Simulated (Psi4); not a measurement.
# CCSD/aug-cc-pVDZ run of CHAlFO+ (SMILES [O+]#[C][AlH][F])

What is the energy change on altering one bond length of CHAlFO+ at CCSD/aug-cc-pVDZ? 

The calculation is run with Psi4 1.11.

1 further run of the same task is left out (set aside as unsound or not needed).

## Step 1: The structure to begin with

CHAlFO+: 5 atoms, total charge +1, spin state singlet. SMILES: `[O+]#[C][AlH][F]`. Geometry: a GFN2-xTB relaxation, a rough one for these elements and not checked as a minimum.

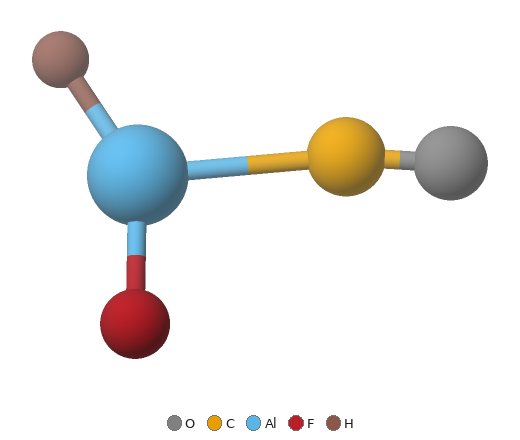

Viewed from a chosen angle; oxygen grey, carbon amber, aluminium blue, fluorine red, hydrogen brown.

## Step 2: The energy at CCSD/aug-cc-pVDZ

The input, input.json:

```json
{
  "schema_name": "qcschema_input",
  "schema_version": 1,
  "molecule": {
    "schema_name": "qcschema_molecule",
    "schema_version": 2,
    "symbols": ["O", "C", "Al", "F", "H"],
    "geometry": [1.65439853, -3.33589573, 2.48839136, 1.11507069, -1.67560126, 1.35090851, -0.55191341, 1.36043273, -0.96504534, -3.29250762, 0.0627767, -1.32798614, 1.07495181, 3.58830645, -1.5462495],
    "molecular_charge": 1,
    "molecular_multiplicity": 1,
    "fix_symmetry": "c1"
  },
  "driver": "energy",
  "model": {
    "method": "ccsd",
    "basis": "aug-cc-pVDZ"
  },
  "keywords": {
    "puream": true,
    "e_convergence": 1e-09,
    "d_convergence": 1e-08,
    "scf_type": "pk",
    "num_frozen_docc": 8
  }
}
```

Run with:

```console
$ psi4 --qcschema input.json -n 1 --memory 1600MB
```

stdout:

```text
[...]
  Running in c1 symmetry.
[...]
  Nuclear repulsion =  125.006586348743241
[...]
  Multiplicity = 1
[...]
  Nalpha       = 18
  Nbeta        = 18
[...]
    Number of basis functions: 105
[...]
   @RHF iter   1:  -454.40281247515588   -1.04874e+00   4.56678e-03 ADIIS/DIIS
[...]
   @RHF iter  12:  -454.50370948145274   -1.12550e-11   5.31594e-09 DIIS
[...]
    Orbital Energies [Eh]
    ---------------------
    Doubly Occupied:
       1A    -58.796395     2A    -26.492234     3A    -20.948647
       4A    -11.648645     5A     -5.204114     6A     -3.519381
       7A     -3.518120     8A     -3.516891     9A     -1.801834
      10A     -1.771299    11A     -1.062826    12A     -0.938830
      13A     -0.900592    14A     -0.900290    15A     -0.882234
      16A     -0.842713    17A     -0.839170    18A     -0.738432
[...]
  @RHF Final Energy:  -454.50370948145274
   => Energetics <=
    Nuclear Repulsion Energy =            125.0065863487432409
    One-Electron Energy =                -870.3752986251674884
    Two-Electron Energy =                 290.8650027949715309
    Total Energy =                       -454.5037094814527450
[...]
 Multipole Moments:
 ------------------------------------------------------------------------------------
     Multipole            Electronic (a.u.)      Nuclear  (a.u.)        Total (a.u.)
 ------------------------------------------------------------------------------------
 L = 1.  Multiply by 2.5417464519 to convert [e a0] to [Debye]
 Dipole X            :         -0.9459050            2.2126737            1.2667687
 Dipole Y            :          0.0419705            0.8632822            0.9052528
 Dipole Z            :         -0.4009958            0.3966774           -0.0043184
 Magnitude           :                                                    1.5569856
[...]
      * MP2 total energy                      = -455.064247727292866
[...]
      * CCSD total energy                     = -455.077593043216041
[...]
```

The result, in JSON:

```text
{
 "driver": "energy",
 "model": {
  "method": "ccsd",
  "basis": "aug-cc-pVDZ"
 },
 "success": true,
 "return_result": -455.07759304321604,
 "properties": {
  "calcinfo_nbasis": 105,
  "calcinfo_nmo": 105,
  "calcinfo_nalpha": 18,
  "calcinfo_nbeta": 18,
  "calcinfo_natom": 5,
  "nuclear_repulsion_energy": 125.00658634874324,
  "return_energy": -455.07759304321604,
  "scf_one_electron_energy": -870.3752986251675,
  "scf_two_electron_energy": 290.86500279497153,
  "scf_dipole_moment": [1.266768714676227, 0.9052527786398792, -0.004318389005332879],
  "scf_total_energy": -454.50370948145274,
  "scf_iterations": 12,
  "mp2_same_spin_correlation_energy": -0.14504093641384191,
  "mp2_opposite_spin_correlation_energy": -0.4154973094272241,
  "mp2_singles_energy": -5.892481838187944e-27,
  "mp2_doubles_energy": -0.560538245841066,
  "mp2_correlation_energy": -0.560538245841066,
  "mp2_total_energy": -455.06424772729287,
  "ccsd_same_spin_correlation_energy": -0.12443574999363444,
  "ccsd_opposite_spin_correlation_energy": -0.44944781177061516,
  "ccsd_singles_energy": 0.0,
  "ccsd_doubles_energy": -0.5738835617642496,
  "ccsd_correlation_energy": -0.5738835617642501,
  "ccsd_total_energy": -455.07759304321604,
  "ccsd_iterations": 18
 }
}
```

Run time: 36 s. Hardware: 1 thread of Intel Xeon 6975P-C (Granite Rapids), shared host; peak memory 1.1 GiB.

## Step 3: The distorted shape

The input, job.inp:

```
memory 1600 mb

molecule system {
  1 1
  O      2.47659002    -2.94659325     2.59727549
  C      1.93726219    -1.28629878     1.45979264
  Al     0.27027808     1.74973521    -0.85616121
  F     -3.29250762     0.06277670    -1.32798614
  H      1.89714330     3.97760893    -1.43736537
  units bohr
  symmetry c1
  no_reorient
  no_com
}

set globals {
  puream true
  e_convergence 1e-09
  d_convergence 1e-08
  scf_type pk
  num_frozen_docc 8
}

result, w = energy("ccsd/aug-cc-pVDZ", return_wfn=True)
print_variables()
```

Run with:

```console
$ psi4 job.inp job.out -n 1
```

job.out:

```text
[...]
  Running in c1 symmetry.
[...]
  Nuclear repulsion =  114.262515825793415
[...]
  Multiplicity = 1
[...]
  Nalpha       = 18
  Nbeta        = 18
[...]
    Number of basis functions: 105
[...]
   @RHF iter   1:  -454.28912794884650   -1.17954e+00   4.99352e-03 DIIS/ADIIS
[...]
   @RHF iter  13:  -454.42436634471744   -3.52429e-12   3.54486e-09 DIIS
[...]
    Orbital Energies [Eh]
    ---------------------
    Doubly Occupied:
       1A    -58.858432     2A    -26.426822     3A    -20.963063
       4A    -11.665851     5A     -5.254086     6A     -3.570177
       7A     -3.568744     8A     -3.564939     9A     -1.814563
      10A     -1.650650    11A     -1.075319    12A     -0.941345
      13A     -0.912406    14A     -0.912362    15A     -0.782539
      16A     -0.746414    17A     -0.745495    18A     -0.737908
[...]
  @RHF Final Energy:  -454.42436634471744
   => Energetics <=
    Nuclear Repulsion Energy =            114.2625158257934146
    One-Electron Energy =                -848.9915302022664036
    Two-Electron Energy =                 280.3046480317555051
    Total Energy =                       -454.4243663447174413
[...]
 Multipole Moments:
 ------------------------------------------------------------------------------------
     Multipole            Electronic (a.u.)      Nuclear  (a.u.)        Total (a.u.)
 ------------------------------------------------------------------------------------
 L = 1.  Multiply by 2.5417464519 to convert [e a0] to [Debye]
 Dipole X            :         -4.8925730            7.2144831            2.3219100
 Dipole Y            :          5.1462399           -4.0013817            1.1448582
 Dipole Z            :         -4.7397639            5.0176234            0.2778595
 Magnitude           :                                                    2.6036844
[...]
      * MP2 total energy                      = -455.002728818433411
[...]
      * CCSD total energy                     = -455.012503621433439
[...]
```

It took 42 s on 1 thread of Intel Xeon 6975P-C (Granite Rapids), shared host; peak memory 1.1 GiB.

## Step 4: Results

At CCSD/aug-cc-pVDZ, 8 core orbitals frozen:

| quantity | value |
| --- | --- |
| first shape: total energy | -455.07759 Eh |
| first shape: HOMO energy (Hartree–Fock orbitals) | -20.09 eV |
| first shape: LUMO energy (Hartree–Fock orbitals) | -5.27 eV |
| first shape: HOMO–LUMO gap (Hartree–Fock orbitals) | 14.83 eV |
| first shape: correlation energy (8 core orbitals frozen) | -573.9 mEh |
| first shape: T1 diagnostic | 0.017 |
| distorted shape: total energy | -455.01250 Eh |
| distorted shape: HOMO energy (Hartree–Fock orbitals) | -20.08 eV |
| distorted shape: LUMO energy (Hartree–Fock orbitals) | -5.92 eV |
| distorted shape: HOMO–LUMO gap (Hartree–Fock orbitals) | 14.16 eV |
| distorted shape: correlation energy (8 core orbitals frozen) | -588.1 mEh |
| distorted shape: T1 diagnostic | 0.022 |
| energy change with the Al3–F4 bond stretched from 1.616 to 2.101 Å | 1.771 eV |

**Reading.** With the Al3–F4 bond stretched from 1.616 to 2.101 Å the energy rises by 1.77 eV (171 kJ/mol). The first shape isn't relaxed at this level, so the change isn't measured from a minimum. The T1 diagnostic (distorted shape) of 0.022 is above the customary mark for such species, so a single reference may not serve.
